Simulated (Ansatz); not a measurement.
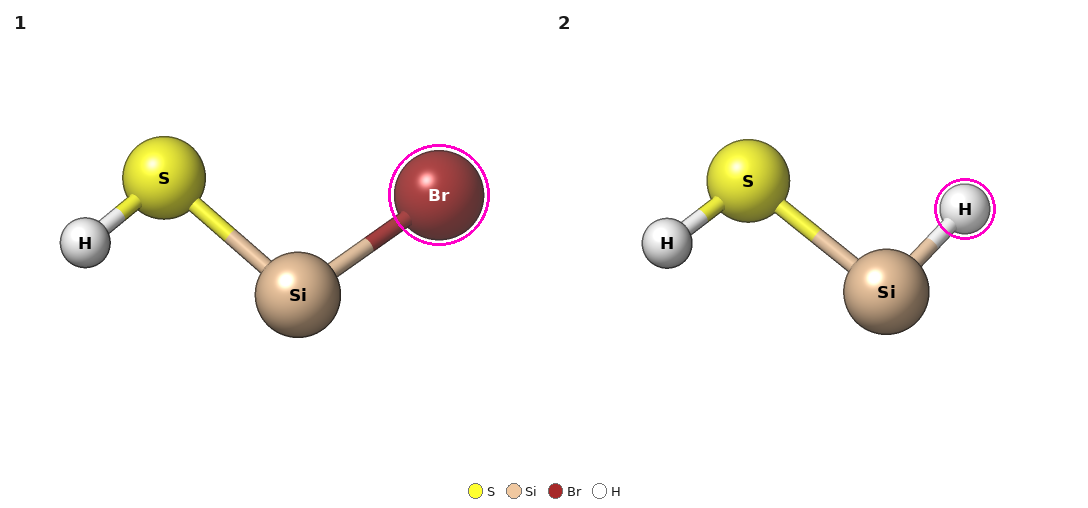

2 molecules with one skeleton, seen from the same side and at one scale; the atom that differs is circled. Charge 0, singlet. Computed geometries: PBE0-D4/def2-TZVP optimisations, one conformation each. Properties computed with Ansatz 0.2.0.

One atom differs, called X below: Br in panel 1, H in panel 2. Their formulas are BrHSSi (`S[Si]Br`), H2SSi (`[SiH]S`).

> In which is the dipole moment larger (PBE-D4/def2-TZVPP)?

In panel 1 (X = Br).

> In which is the harmonic X–Si stretching wavenumber higher (PBE0-D4/def2-TZVP)?

In panel 2 (X = H).

Give the values. With PBE0-D4/def2-TZVP: length of X–Si (Å), angle S–Si–X (°), harmonic X–Si stretching wavenumber (cm⁻¹). With PBE0-D4/def2-TZVPP: HOMO energy (Kohn–Sham orbital) (eV), HOMO–LUMO gap (eV), vertical ionisation energy (eV). With PBE-D4/def2-TZVPP: dipole moment (D).

| quantity | 1 (Br) | 2 (H) | 2 − 1 |
| --- | --- | --- | --- |
| length of X–Si (Å) | 2.258 | 1.525 | −0.733 |
| angle S–Si–X (°) | 97.0 | 89.3 | −7.7 |
| HOMO energy (Kohn–Sham orbital) (eV) | −7.20 | −6.88 | +0.32 |
| HOMO–LUMO gap (eV) | 4.60 | 4.38 | −0.22 |
| vertical ionisation energy (eV) | 9.21 | 9.09 | −0.12 |
| dipole moment (D) | 1.69 | 0.68 | −1.01 |
| harmonic X–Si stretching wavenumber (cm⁻¹) | 398 | 2044 | +1646 |
